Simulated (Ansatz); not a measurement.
## Electronic structure of H7NSi2 in real space

Input

```
crystal:
  periodic: [false, false, false]
  atoms:
    - {symbol: Si, position_ang: [-0.480623, 1.018411, 1.091106]}
    - {symbol: H, position_ang: [0.373528, 2.052573, 1.725265]}
    - {symbol: H, position_ang: [-1.325934, 1.628381, 0.041934]}
    - {symbol: H, position_ang: [-1.362831, 0.466674, 2.151576]}
    - {symbol: N, position_ang: [0.500135, -0.189444, 0.332091]}
    - {symbol: Si, position_ang: [0.307364, -0.942880, -1.214529]}
    - {symbol: H, position_ang: [1.616263, -1.042120, -1.906012]}
    - {symbol: H, position_ang: [-0.624073, -0.107471, -2.003148]}
    - {symbol: H, position_ang: [-0.247361, -2.318219, -1.124671]}
    - {symbol: H, position_ang: [1.243522, -0.565895, 0.906407]}
basis:
  gaussian: {orbitals: def2-TZVP, initial_orbitals: start.molden}
hamiltonian: {xc: pbe0, dispersion: d4}
scf: {omitted_lower_state_checks: [starts]}
output: {forces: true, orbitals: {seedname: orbitals}}
```

Command:

```sh
ansatz run in.yaml --threads 4 --pin off --events-out ev --progress --plain --max-ram 3916MiB
```

Geometry: B3LYP-D4/def2-TZVP.

Method: Ansatz, RKS PBE0-D4/def2-TZVP.

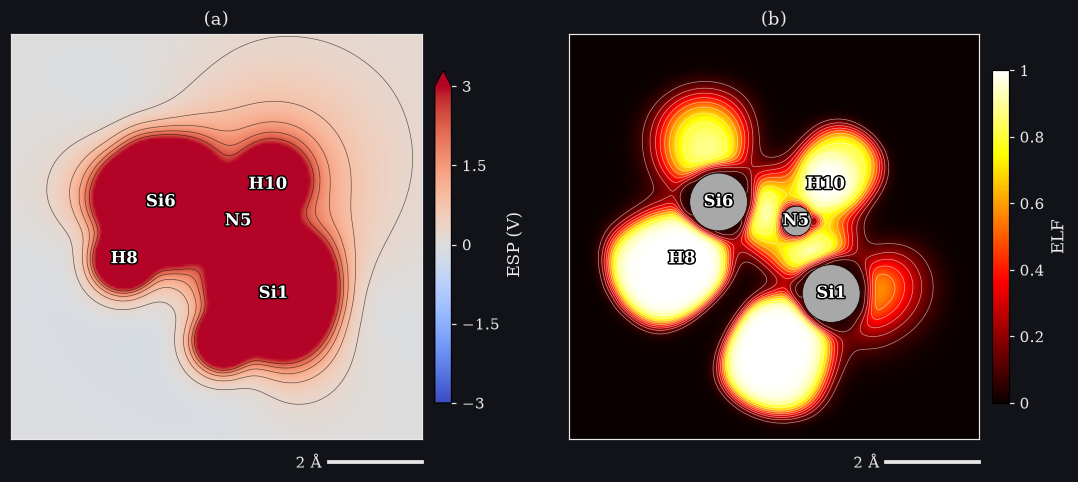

Figure 1. (a) molecular electrostatic potential; (b) ELF on the plane of atoms Si1, N5 and H10. Grey discs cover the atomic cores in the ELF map.

**Interpret the plot.**

- The section cuts through Si, N and H sites.
- Si–N (1.73 Å): the ELF peaks at about 0.90 between the atoms (a shared but strongly polarised pair).
- N–H (1.01 Å): the ELF climbs to about 1 towards the hydrogen, as it does in any bond to H; an ordinary covalent bond to hydrogen.
- Si–H (1.48 Å): the ELF climbs to about 1 towards the hydrogen.
- The potential has no marked negative region in this plane.

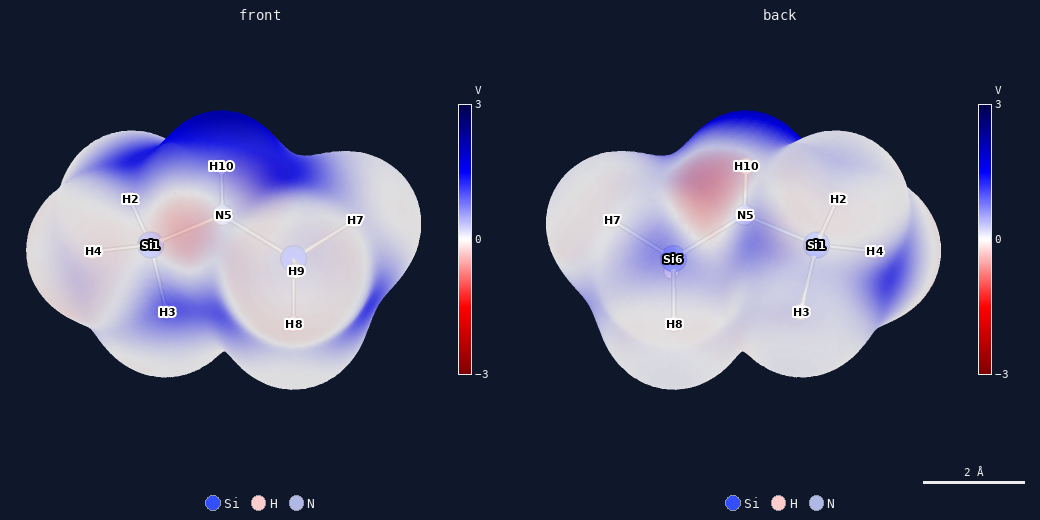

Figure 2. The molecular electrostatic potential painted on the density surface at 0.002 e/bohr³, seen from the front and from behind; the colour scale runs from red (negative) to blue (positive).

**Which sites attract a positive test charge, and which a negative one?**

A positive charge is drawn to the negative regions and a negative charge to the positive ones. The most negative region (about −0.5 V) lies over N5, the most positive (about +2.1 V) over H10.

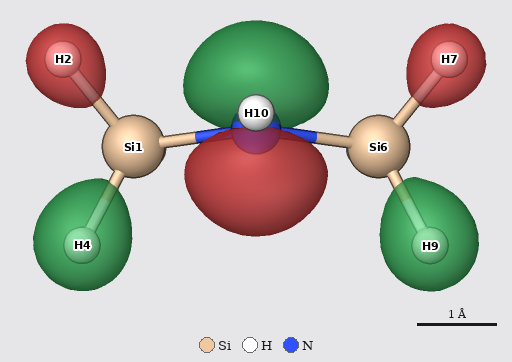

Figure 3. The HOMO at ±0.15 Å⁻³ᐟ² (green and red are the two phases), seen from one side.

**What is the character of this orbital?**

By Hirshfeld shares it lies mainly on N5 (about 50 %), Si1 (about 10 %), Si6 (about 10 %), H4 (about 5 %) and H9 (about 5 %). Its energy is −7.50 eV.
